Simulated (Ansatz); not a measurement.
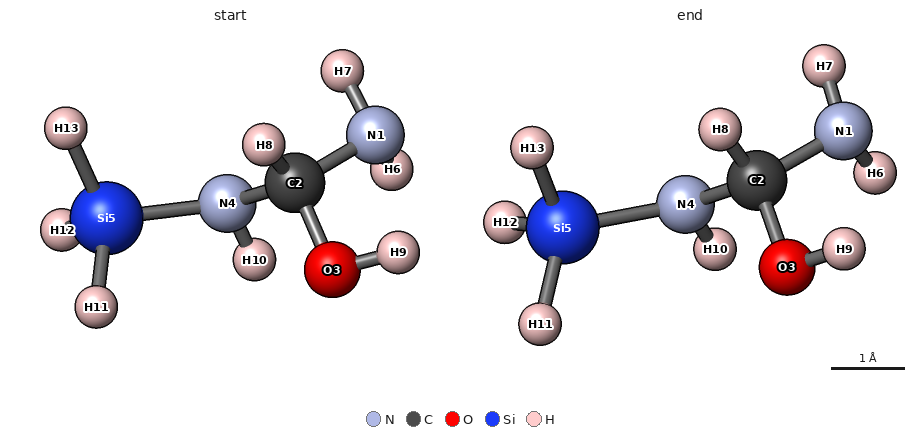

The structure of CH8N2OSi (coarse preliminary run) before (left) and after (right) a relaxation, at one scale.

A ball-and-stick model, seen from a free direction.

The start comes from a force field.

The calculation used Ansatz, RKS PBE-D4/def2-SVP.

Input file:
```yaml
crystal:
  periodic: [false, false, false]
  atoms:
    - {symbol: N, position_ang: [-0.975700, -0.856000, 1.473000]}
    - {symbol: C, position_ang: [-0.450500, -0.723400, 0.163600]}
    - {symbol: O, position_ang: [0.444200, -1.753100, 0.056800]}
    - {symbol: N, position_ang: [0.308300, 0.533300, 0.173600]}
    - {symbol: Si, position_ang: [0.583200, 1.386600, -1.262400]}
    - {symbol: H, position_ang: [-0.270400, -0.614300, 2.117100]}
    - {symbol: H, position_ang: [-1.597600, 0.009200, 1.554900]}
    - {symbol: H, position_ang: [-1.179200, -0.804800, -0.614500]}
    - {symbol: H, position_ang: [0.024300, -2.463500, 0.571000]}
    - {symbol: H, position_ang: [1.138100, 0.318000, 0.619600]}
    - {symbol: H, position_ang: [1.458700, 0.572900, -2.073100]}
    - {symbol: H, position_ang: [1.286000, 2.648700, -0.823500]}
    - {symbol: H, position_ang: [-0.748900, 1.711500, -1.941300]}
basis:
  gaussian: {orbitals: def2-SVP}
hamiltonian: {xc: pbe, dispersion: d4}
relax: {f_tol: 0.03, max_steps: 200}
```

Command:
```bash
ansatz run in.yaml --threads 4 --pin off --events-out ev --progress --plain --max-ram 10444MiB
```

Question: Summarise the run.

Answer: H13 moves most after the best rigid fit: 0.40 Å. By element the largest moves are H 0.40 Å, C 0.15 Å, Si 0.15 Å, N 0.13 Å, O 0.11 Å. Near-neighbour distances that change, for instance: Si5–H11 1.444 → 1.512 Å, N4–Si5 1.693 → 1.760 Å, N4–H10 0.966 → 1.028 Å, C2–H8 1.069 → 1.121 Å. Bond angles that change, for instance: N4–Si5–H11 106.9° → 117.0°, N1–C2–N4 105.4° → 115.1°, N4–C2–H8 115.0° → 106.4°. The energy falls by 0.904 eV in 12 geometry steps. Largest force component: 4.6 eV/Å at the start, 0.016 eV/Å at the end.
